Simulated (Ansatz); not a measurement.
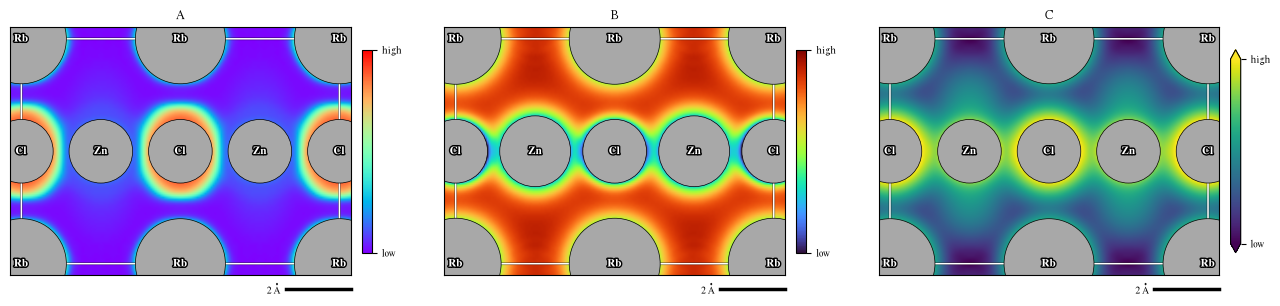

RbZnCl$_{3}$: 3 fields on the (110) plane of the calculation cell, with unlabelled colour scales. Grey discs cover the atomic cores.

Space group Pm-3m; started from the cubic perovskite prototype, which need not be the ambient phase; changed on purpose from its base cell (shaken).

Computed with Ansatz 0.2.0, DFT, PBEsol, plane waves, PAW.

Match the panels to the quantities (electron localisation function, electrostatic potential energy of an electron and valence pseudo-density).

Panel A: electron localisation function. Panel B: electrostatic potential energy of an electron (low next to the atoms, rising into the space between them). Panel C: valence pseudo-density. From the grid: Zn–Cl (2.45 Å): ρ is about 0.39 e/Å³ halfway, with its minimum of 0.31 e/Å³ about 1.1 Å from Zn; the ELF peaks at about 0.85 in the valence shell of Cl, 0.8 Å from its nucleus, and is about 0.35 at the midpoint. Rb–Cl (3.46 Å): ρ at the midpoint is about 0.06 e/Å³; the ELF is about 0.05 at the midpoint: a largely ionic contact.
